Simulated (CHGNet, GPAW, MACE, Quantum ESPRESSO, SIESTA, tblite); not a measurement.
# Random packing of P45S55 (at. %) (78 atoms) in other programs, against a plane-wave reference

How near do other programs and methods come to a plane-wave reference for random packing of P45S55 (at. %) (78 atoms)? A plane-wave run serves as the reference.

Calculated with Quantum ESPRESSO 7.5; Kohn-Sham DFT, PBE, SSSP efficiency 1.3.0 pseudopotentials, plane waves.

### Step 1. Set-up

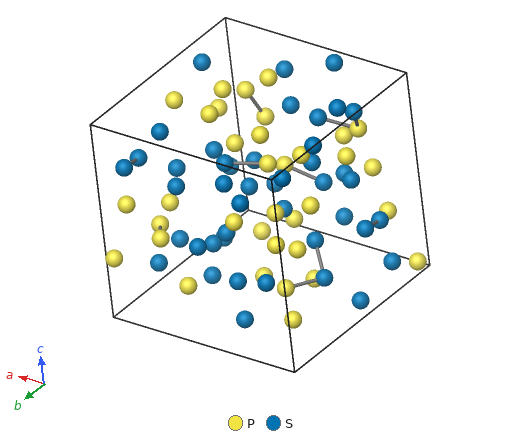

The starting structure, seen from a free direction (phosphorus yellow, sulfur blue). Bonds to atoms that aren't drawn are left out. Some periodic images of atoms are drawn too.

The cell holds 78 atoms: 35 P and 43 S. Cell: a = 12.566 Å, b = 12.566 Å, c = 12.566 Å, α = 90.0°, β = 90.0°, γ = 90.0°. 78 atoms (35 P, 43 S) packed at random in a cube at 2.06 g/cm³ and pushed apart as soft spheres; a start for melting by ab initio MD, not an equilibrated structure. Then every atom was moved at random, 0.02 Å r.m.s. a Cartesian component.

### Step 2. The reference run

File pw.in:

```
&control
  calculation = 'scf'
  pseudo_dir = './pseudo'
  outdir = './tmp'
  disk_io = 'none'
  tprnfor = .true.
  tstress = .true.
/
&system
  ibrav = 0
  nat = 78
  ntyp = 2
  ecutwfc = 45
  ecutrho = 360
  nosym = .true.
  occupations = 'smearing'
  smearing = 'fd'
  degauss = 0.003675
/
&electrons
  conv_thr = 3.9e-07
  electron_maxstep = 100
  mixing_beta = 0.4
  mixing_mode = 'plain'
  diagonalization = 'david'
/
ATOMIC_SPECIES
P 30.974 P.upf
S 32.060 S.upf
CELL_PARAMETERS angstrom
12.56590 0.00000 0.00000
0.00000 12.56590 0.00000
0.00000 0.00000 12.56590
ATOMIC_POSITIONS crystal
P 0.71931 0.40756 0.93544
P 0.94526 0.47719 0.85237
P 0.20656 0.12827 0.72252
P 0.14501 0.85225 0.53767
P 0.39671 0.81995 0.56671
P 0.14203 0.79931 0.12132
P 0.57496 0.25893 0.95407
P 0.96103 0.16514 0.63477
P 0.76783 0.08398 0.59930
P 0.40421 0.53433 0.70908
P 0.05422 0.01361 0.01212
P 0.28672 0.65340 0.16232
[... 62 atom lines left out ...]
S 0.72907 0.11746 0.28196
S 0.15672 0.27679 0.55300
S 0.43896 0.79086 0.23114
S 0.41628 0.83382 0.76762
K_POINTS gamma
```

On the command line:

```
OMP_NUM_THREADS=1 mpirun -np 4 pw.x -in pw.in > output.txt
```

Log:

```text
Program PWSCF
     gamma-point specific algorithms are used
     one sub-group per band group will be used
     scalapack distributed-memory algorithm (size of sub-group:  2*  2 procs)
     Parallelization info
     sticks:   dense  smooth     PW     G-vecs:    dense   smooth      PW
     Min        4042    2020    505               386173   136503   17058
     Max        4044    2023    508               386176   136506   17064
     Sum       16173    8085   2025              1544699   546017   68243
     bravais-lattice index     =            0
     lattice parameter (alat)  =      23.7461  a.u.
     unit-cell volume          =   13389.9020 (a.u.)^3
     number of atoms/cell      =           78
     number of atomic types    =            2
     number of electrons       =       433.00
[... lines left out ...]
     scf convergence threshold =      3.9E-07
[... lines left out ...]
     number of k points=     1  Fermi-Dirac smearing, width (Ry)=  0.0037
[... lines left out ...]
     total energy              =   -1519.31544834 Ry
[... lines left out ...]
     total energy              =   -1516.75667532 Ry
[... lines left out ...]
     total energy              =   -1520.67487928 Ry
[... lines left out ...]
     total energy              =   -1521.81297722 Ry
[... lines left out ...]
     total energy              =   -1521.81297726 Ry
[... lines left out ...]
   -11.5679 -11.1671 -11.0158 -10.8277 -10.6675 -10.5527 -10.3882 -10.2828
   -10.2349 -10.0349  -9.7807  -9.7529  -9.6917  -9.5896  -9.5133  -9.4172
    -9.3615  -9.3164  -9.2436  -9.1451  -9.0262  -9.0025  -8.8113  -8.5770
[...]
4.3811   4.4079   4.4631   4.5019   4.5785   4.5916   4.6626   4.6709
     4.6776   4.7442   4.7578   4.8076   4.8744   4.8949   4.9326   4.9474
     4.9527   4.9967   5.0460   5.0669
     the Fermi energy is     3.6470 ev
!    total energy              =   -1521.81297713 Ry
     estimated scf accuracy    <       0.00000020 Ry
     smearing contrib. (-TS)   =      -0.04061450 Ry
     internal energy E=F+TS    =   -1521.77236263 Ry
     The total energy is F=E-TS. E is the sum of the following terms:
     one-electron contribution =     -93.70354547 Ry
     hartree contribution      =     217.02965234 Ry
     xc contribution           =    -500.04518696 Ry
     ewald contribution        =   -1145.05328254 Ry
     convergence has been achieved in  38 iterations
     Forces acting on atoms (cartesian axes, Ry/au):
     atom    1 type  1   force =    -0.01612416   -0.02030512    0.02561136
     atom    2 type  1   force =     0.04947397   -0.01041598    0.02683505
     atom    3 type  1   force =     0.03088113   -0.04446765    0.04284158
[...]
atom   77 type  2   force =     0.05162629    0.01083477   -0.05818279
     atom   78 type  2   force =    -0.02241405   -0.00581476   -0.09585027
     Total force =     0.536133     Total SCF correction =     0.000927
     Computing stress (Cartesian axis) and pressure
          total   stress  (Ry/bohr**3)                   (kbar)     P=      -97.57
  -0.00068261  -0.00004936  -0.00003424         -100.41       -7.26       -5.04
  -0.00004936  -0.00063812  -0.00000705           -7.26      -93.87       -1.04
  -0.00003424  -0.00000705  -0.00066900           -5.04       -1.04      -98.41
     Message from routine punch:
     Nothing written, as per user request (disk_io='none')
```

Run time: 9.5 min. Hardware: 4 MPI ranks of Arm Neoverse V2, shared host; peak memory 5 GiB; 38 min of CPU time.

Banners, paths, timers and routine set-up lines are dropped from the logs unmarked, and long logs keep their key lines alone; longer cuts are marked.

Numbers from this run:

| Property | Result |
| --- | --- |
| r.m.s. force component | 0.9011 eV/Å |
| longest force | 2.535 eV/Å |
| pressure | -9.756 GPa |

### Step 3. The other programs

The programs:
- CHGNet: machine-learned potential, published weights.
- GPAW 26.7.0: PAW with atomic orbitals (LCAO), plane waves or a real-space grid of spacing h.
- MACE: machine-learned potential, published weights.
- SIESTA 5.4.2: numerical atomic orbitals, whose automatically made sets are far from complete, with PseudoDojo norm-conserving potentials that we converted to its format (checked against plane waves on the same files for H, C, O, Si, Ge and Ca alone); labels give functional, basis size, energy shift and mesh cutoff.
- tblite 0.8.0: extended tight binding, driven from Python.

All use the same cell and atoms; the electronic-structure runs use the same k-mesh, and an electronic temperature of 580 K (0.05 eV) where levels are smeared.

Differences are against the plane-wave reference, forces as r.m.s. over components; share is that over the reference's r.m.s. force, slope the least-squares factor from reference forces to these. Total energies of different programs have different zeros and aren't compared.

```
                                                               run  Δ force, r.m.s. (meV/Å)  share (%)  slope  Δ pressure (GPa)  cores  CPU time  memory (GiB)
                                                         reference                        -          -      -                 -      4    38 min           5.0
                                           CHGNet r2SCAN potential                      521       57.9  1.026            -0.179      1       3 s          0.64
                                       GPAW PBE, LCAO dzp, h 0.2 Å                      108       12.0  0.925                 -      1   2.7 min           1.4
                 GPAW PBE, LCAO dzp, h 0.2 Å, other mixer settings                      109       12.1  0.925                 -      1   3.8 min           1.3
                             GPAW PBE, LCAO dzp, h 0.28 Å (coarse)                      116       12.9  0.922                 -      1      97 s          0.58
                         GPAW PBE, LCAO szp(dzp), h 0.2 Å (coarse)                      296       32.9  0.778                 -      1   2.1 min           1.4
                                            GPAW PBE, grid h 0.2 Å                     25.4       2.82  0.997                 -      4    28 min           3.5
                                       MACE MP-0b2 small potential                      457       50.7  0.784              3.53      1     5.9 s          0.67
                                      MACE MP-0b3 medium potential                      311       34.5  0.943             0.558      1     7.3 s          0.84
               SIESTA PBE, DZ, shift 0.01 Ry, mesh 300 Ry (coarse)                      758       84.1  0.430              5.04      1   2.5 min          0.82
                       SIESTA PBE, DZP, shift 0.01 Ry, mesh 300 Ry                      132       14.6  0.897             -1.03      2   5.1 min           1.5
              SIESTA PBE, DZP, shift 0.04 Ry, mesh 300 Ry (coarse)                      268       29.7  1.113             -14.1      1   3.2 min          0.91
              SIESTA PBE, SZP, shift 0.01 Ry, mesh 300 Ry (coarse)                      358       39.7  0.722            -0.348      1   4.4 min           1.1
SIESTA optB88-vdW, PBE potentials, DZP, shift 0.01 Ry, mesh 300 Ry                      257       28.5  0.785            -0.354      2    24 min           2.5
                                                   tblite GFN1-xTB                      571       63.3  1.467             -11.6      1     9.5 s          0.16
                                                   tblite GFN2-xTB                      334       37.0  1.249             -3.16      1      13 s          0.16
```

Rows marked coarse were listed beforehand as settings not expected to be converged; some can still land near the reference.

Times of the machine-learned potentials are mostly Python's start and the loading of weights.

CPU time is summed over cores on a shared host, where runs went side by side, so it is rough. Symmetry, cutoffs, thresholds, outputs and thread counts weren't matched or tuned between programs; memory under MPI is the largest rank's times the ranks.

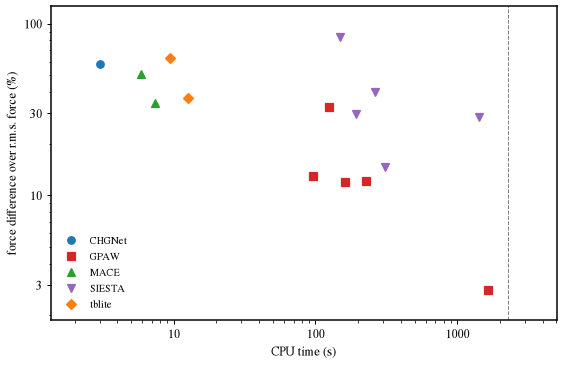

Force difference against CPU time; the dashed line marks the reference's time.

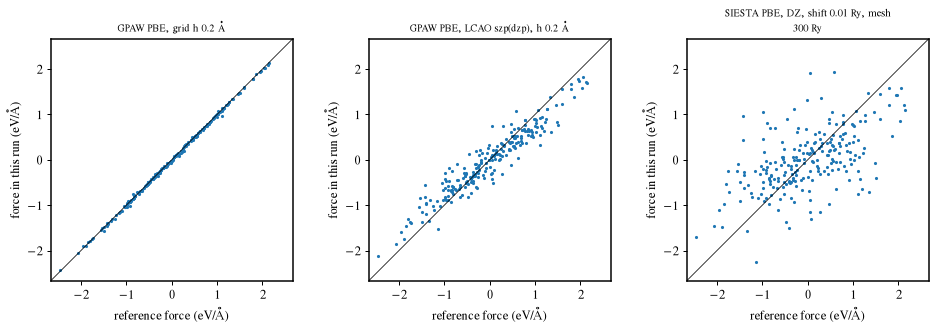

Force components against those of the reference; the line marks equality.

Mean charges by element (e), by run and scheme:

```
                                                               run     scheme      P      S
                       SIESTA PBE, DZP, shift 0.01 Ry, mesh 300 Ry  Hirshfeld  +0.04  -0.03
SIESTA optB88-vdW, PBE potentials, DZP, shift 0.01 Ry, mesh 300 Ry  Hirshfeld  +0.04  -0.03
                                                   tblite GFN1-xTB   Mulliken  +0.10  -0.08
                                                   tblite GFN2-xTB   Mulliken  +0.12  -0.10
```

Within one program, basis, potentials and functional, energies share a zero. Each run against its twin at the usual cutoff or grid and solver:

| run | twin | Δ energy (meV/atom) | Δ force, r.m.s. (meV/Å) | CPU time over the twin's |
| --- | --- | --- | --- | --- |
| GPAW PBE, LCAO dzp, h 0.2 Å, other mixer settings | LCAO dzp, h 0.2 Å | 0 | 3.02 | 1.4 |
| GPAW PBE, LCAO dzp, h 0.28 Å | LCAO dzp, h 0.2 Å | 212 | 41.9 | 0.60 |

A second geometry, displaced anew (every atom was moved at random, 0.04 Å r.m.s. a Cartesian component), gives an energy difference that all programs can be tested on. The reference puts it at -3.268 meV/atom.

```
                                                               run  energy less the first geometry's (meV/atom)  error (meV/atom)  force share at the second geometry (%)
                                                   tblite GFN2-xTB                                       -7.538             -4.27                                    38.1
                                      MACE MP-0b3 medium potential                                       -2.688             0.580                                    36.4
                                       MACE MP-0b2 small potential                                       -1.401              1.87                                    51.9
                                           CHGNet r2SCAN potential                                       -10.98             -7.71                                    60.3
                                       GPAW PBE, LCAO dzp, h 0.2 Å                                       -1.754              1.51                                    13.3
                       SIESTA PBE, DZP, shift 0.01 Ry, mesh 300 Ry                                       -1.475              1.79                                    15.3
                                      GPAW PBE, LCAO dzp, h 0.28 Å                                       -1.977              1.29                                    13.4
                                  GPAW PBE, LCAO szp(dzp), h 0.2 Å                                      -0.4694              2.80                                    35.5
                 GPAW PBE, LCAO dzp, h 0.2 Å, other mixer settings                                       -1.754              1.51                                    13.5
                                            GPAW PBE, grid h 0.2 Å                                       -3.169            0.0986                                    3.17
                        SIESTA PBE, DZ, shift 0.01 Ry, mesh 300 Ry                                        4.088              7.36                                    88.3
                       SIESTA PBE, SZP, shift 0.01 Ry, mesh 300 Ry                                       0.3848              3.65                                    42.4
SIESTA optB88-vdW, PBE potentials, DZP, shift 0.01 Ry, mesh 300 Ry                                      -0.0756              3.19                                    29.4
                       SIESTA PBE, DZP, shift 0.04 Ry, mesh 300 Ry                                       -3.791            -0.524                                    30.5
```

### Step 4. Outcome

```yaml
reference_r_m_s_force_component: 0.901 eV/Å
nearest_in_forces: GPAW PBE, grid h 0.2 Å, 2.8 %
farthest_in_forces: SIESTA PBE, DZ, shift 0.01 Ry, mesh 300 Ry (coarse), 84 %
cheapest_electronic_structure_run_beside_the_reference: tblite GFN1-xTB, 9.5 s of CPU time
```

**Reading.** PBE on plane waves or a grid with other potentials, cutoffs or grids, coarse settings apart, differs from the reference by 2.8 % (GPAW PBE, grid h 0.2 Å) of the r.m.s. force; this holds the reference's own error, so differences of a few per cent don't tell which side is nearer the exact PBE result. The PBE runs in local orbitals, coarse settings apart, differ by 12 % (GPAW PBE, LCAO dzp, h 0.2 Å) to 15 % (SIESTA PBE, DZP, shift 0.01 Ry, mesh 300 Ry); basis, grid and potentials can all enter. Tight binding differs by 37 % (tblite GFN2-xTB) to 63 % (tblite GFN1-xTB); it is another model, with fitted parameters of its own, and the xTB methods hold dispersion. Machine-learned potentials differ by 35 % (MACE MP-0b3 medium potential) to 58 % (CHGNet r2SCAN potential); they were trained on other programs' data, some at another functional. Among those trained on PBE data the slope goes as low as 0.78, with a correlation of 0.86, so directions differ as well as sizes. Rows with another functional or a dispersion term differ by 29 % (SIESTA optB88-vdW, PBE potentials, DZP, shift 0.01 Ry, mesh 300 Ry), which mixes the change of model with differences of basis and potentials, some of them made for another functional. Runs with settings chosen to be coarse differ by 13 % (GPAW PBE, LCAO dzp, h 0.28 Å) to 84 % (SIESTA PBE, DZ, shift 0.01 Ry, mesh 300 Ry), their programs' other errors included. Of the electronic-structure runs that take under half the reference's CPU time, GPAW PBE, LCAO dzp, h 0.2 Å is among the nearest, at 12 % in 2.7 min against 38 min. SIESTA PBE, DZP, shift 0.04 Ry, mesh 300 Ry stiffens the forces by a factor of 1.11 while following their directions (correlation 0.971). In pressure, SIESTA PBE, DZP, shift 0.04 Ry, mesh 300 Ry misses by -14.1 GPa, at the same functional. Charges hang on model, scheme and program or settings: among these rows the mean for P runs from +0.04 to +0.12 e. The energy difference between the two geometries, -3.27 meV/atom in the reference, is met best by GPAW PBE, grid h 0.2 Å (+0.0986) and worst by CHGNet r2SCAN potential (-7.71). In the reference: levels near the Fermi energy are neither full nor empty under the smearing, so no gap is quoted. Periodic xTB results under one method name differ between programs and library versions. The reference's pressure holds the uncorrected Pulay stress of its 45 Ry basis, so small pressure differences, and their order, may be the reference's own error. The electron count is odd in these runs, and they have no spin polarisation, so the unpaired electron is spread evenly over both spins. Machine-learned potentials mimic data converged in k, so the reference's own k-point error enters their differences. The reference's pressure of -9.8 GPa belongs to a cell and atoms that aren't relaxed at this level. The electronic-structure runs sample only Γ, in a cell whose shortest periodic width is 13 Å, which is coarse for a cell with partly filled levels.

[Also dropped from logs without a mark: logging warnings of Python, and SIESTA's first energy breakdown and zero terms.]

[Logs are printed without paths, hosts, clocks, repeated set-up lines and the standing remarks that a program may print on its own settings, such as how far it seeks lower states.]

[Hosts, paths, dates, database ids (printed as entryN), source tags and the programs' standing remarks are cut or masked in the printed files.]
